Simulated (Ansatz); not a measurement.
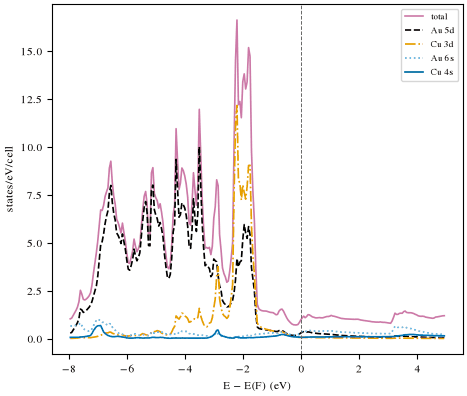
Total and projected density of states of CuAu3 (Cu3Au type, Pm-3m), LDA in the plane-wave PAW code Ansatz

Task: Which orbitals carry the states next to the Fermi level?

Result: Within 0.5 eV of the Fermi level: Au 6s 31 %, Au 5d 26 %, Cu 4s 9 %, Cu 3d 9 %, outside the projected shells 24 %. Projections are on Löwdin-orthogonalised atomic valence shells; empty p or d shells of many metals are not among them.

Task: Where is the tallest occupied peak in this window, and what makes it?

Result: Near -2.2 eV, about 17 states/eV per cell; the largest projected share is Cu 3d.

The workflow started from a Materials Project entry (that database holds measured and hypothetical structures alike); the Crystallography Open Database files this formula in space group No. 221, but the cells were not matched. Its standing as an ambient phase is unchecked. The LDA relaxation kept the symmetry of its start; of distortions, only those at the zone centre were tested. No spin polarisation was allowed. Scalar-relativistic: spin–orbit coupling is off unless named, which matters more the heavier the elements.

Potentials: the later of the program's two PAW sets.
